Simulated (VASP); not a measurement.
Band structure of TaC (relaxed from the CsCl structure, space group Pm-3m). Level of theory: PBEsol GGA, VASP's PBE PAW potentials (set 64) (plane waves; VASP).

Unless said otherwise, spin-orbit coupling is left out, though it shifts the bands of the heavy elements here.

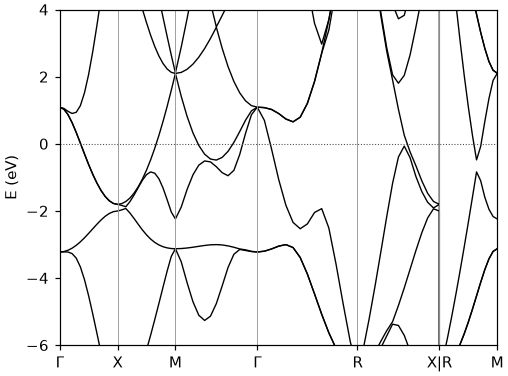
Fig. 1. Bands along high-symmetry lines, zero at the valence-band maximum or, without a gap, the Fermi level

Read the plot: is there a gap, and where are the band edges?

It has no gap at this level: it comes out as a metal or semimetal. (Edges off the drawn lines would not show.)

The structure was generated: TaC was put into the CsCl type (Pm-3m), which need not be its known phase. It was relaxed first, which changed the volume by -13 %. The electron count is odd and the run is not spin-polarised, which forces a metal.
